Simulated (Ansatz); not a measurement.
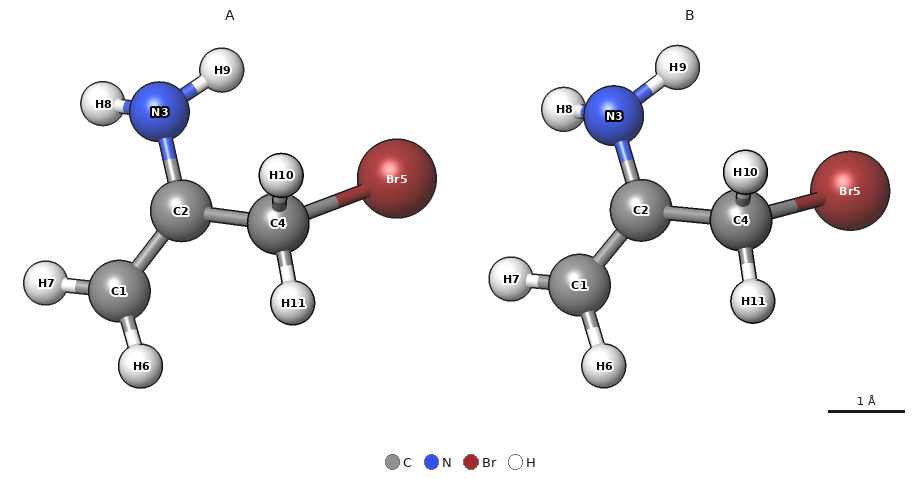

Two geometries of C3H6BrN (coarse preliminary run), drawn at one scale. One is the start of a relaxation, the other its converged end. The picture is a ball-and-stick view, seen at a tilt.

Theory: RKS PBE-D4/def2-SVP in Ansatz 0.2.0. Set-up: force threshold 0.03 eV/Å; at most 200 steps.

Which geometry has the lower energy?

Answer. Structure A is the relaxed one. The start comes from a force field. Over 5 accepted moves (6 points after the start) the energy falls by 0.693 eV. Largest force component: 5.1 eV/Å at the start, 0.022 eV/Å at the end. The line search rejected the trial step at point 3 of the run. The largest move after the best rigid fit is that of Br5, 0.20 Å. Largest moves by element: Br 0.20 Å, H 0.11 Å, C 0.11 Å, N 0.09 Å. Among the contacts that change: C4–H10 1.017 → 1.106 Å, N3–H9 1.085 → 1.026 Å, C1–H6 1.154 → 1.097 Å, C4–Br5 1.939 → 1.995 Å. Bond angles that change, for instance: C1–C2–N3 118.6° → 125.3°, Br5–C4–H10 109.2° → 103.8°, C2–C4–Br5 107.1° → 111.9°. Cost: 9 s on 4 threads of Arm Neoverse V2 (shared host).
